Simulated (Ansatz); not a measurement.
Starting cell, As (A7 type, space group R-3m):

```xyz
2
Lattice="1.8727 1.0812 3.2515 -1.8727 1.0812 3.2515 0.0000 -2.1624 3.2515" Properties=species:S:1:pos:R:3 pbc="T T T"
As     0.0000     0.0000     2.2703
As     0.0000     0.0000     7.4842
```

In each cell atom 2 (As, nearest neighbour As at 2.517 Å; its periodic images, 3.7 Å or more away, move with it) moves by s·(0.000, 0.000, 1.000) (along Cartesian z), the rest being held.

Method: PBEsol-D3(BJ) (plane waves to 420 eV, PAW, scalar-relativistic; Ansatz, a quantum-chemistry and plane-wave program). k mesh 12×12×12 (Γ-centred), Fermi-Dirac smearing 0.05 eV. The energy includes the smearing's −TS. With partly filled bands, energies and forces of such displacements shift with the k mesh and the smearing. F∥ is the force on the atom along that direction. As was relaxed with its symmetry unable to fall. The zero of ΔE is the undisplaced structure.

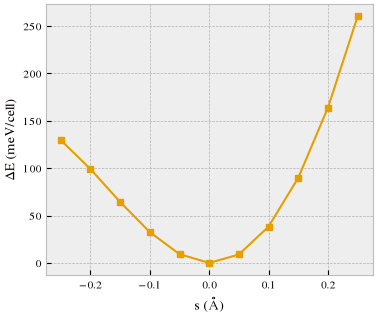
Figure: ΔE (meV/cell) against s (Å); computed points joined by lines.

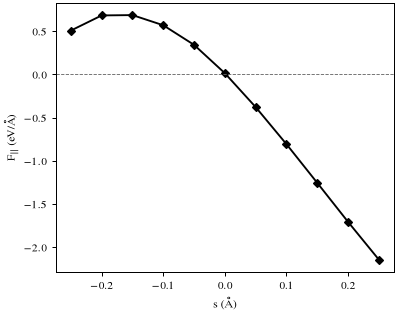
Fig. 1. F∥ (eV/Å) against s (Å); computed points joined by lines.

The force along the line at s = -0.250 Å comes out as 0.507 eV/Å. The force constant k = d²E/ds² at s = 0 (finite differences) is 7.31 eV/Å². Harmonic estimate at the end of the scan: ½ks² = 228 meV/cell against the computed 260 meV/cell, so the well is stiffer than harmonic there. Shape of the curve: a single well with its minimum at or next to zero displacement. Symmetry of the curve: not even: the positive side lies higher at ±0.250 Å.

The forces along the line at the two nearest points give (0.342 − (-0.378)) / (2·0.050) = 7.20 eV/Å²; the next pair corrects for the finite step.

(For displaced atoms, the force is minus the slope of the energy, and its curvature is a force constant, which sets phonon frequencies.)
